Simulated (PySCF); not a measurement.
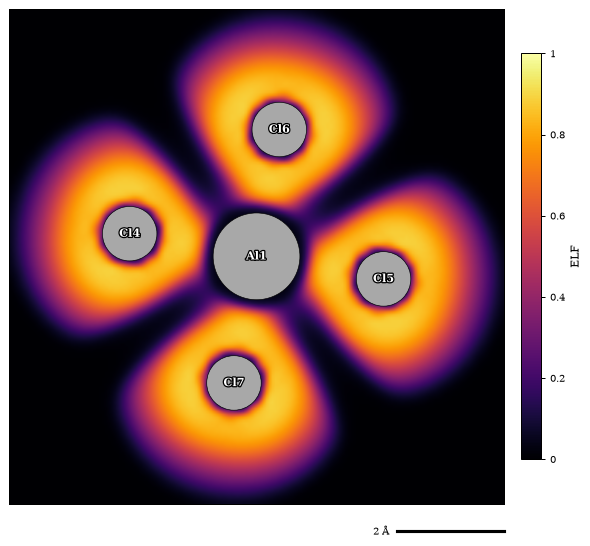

Figure. AlCl₆ (SMILES [Cl][Al-3]([Cl])([Cl])([Cl])([Cl])[Cl]) (charge −3). ELF on the plane of atoms Cl5, Al1 and Cl6. Grey discs cover the atomic cores.

Geometry: PBE0-D3(BJ)/def2-SVP.

All numbers below come from PySCF 2.14.0, PBE0/pcSseg-1 Al:pcSseg-2, SCF density, gas phase, non-relativistic.

```tsv
atom	x (Å)	y (Å)	z (Å)
Al	0.0140	-0.0160	-0.0095
Cl	0.0029	-0.0260	2.3952
Cl	0.0248	-0.0041	-2.4152
Cl	2.4211	0.0024	0.0007
Cl	-2.3959	-0.0316	-0.0200
Cl	-0.0060	2.3911	-0.0039
Cl	0.0309	-2.4180	-0.0159
```

Q: Read the bonding off the picture.

A: Atoms in the plane: Al and Cl.
Al–Cl (2.40 Å): the ELF peaks at about 0.90 in the valence shell of Cl, 0.9 Å from its nucleus, and is about 0.85 at the midpoint.
The ELF also peaks beside Cl7, Cl5, Cl4 and Cl6, away from the bonds: lone-pair regions.
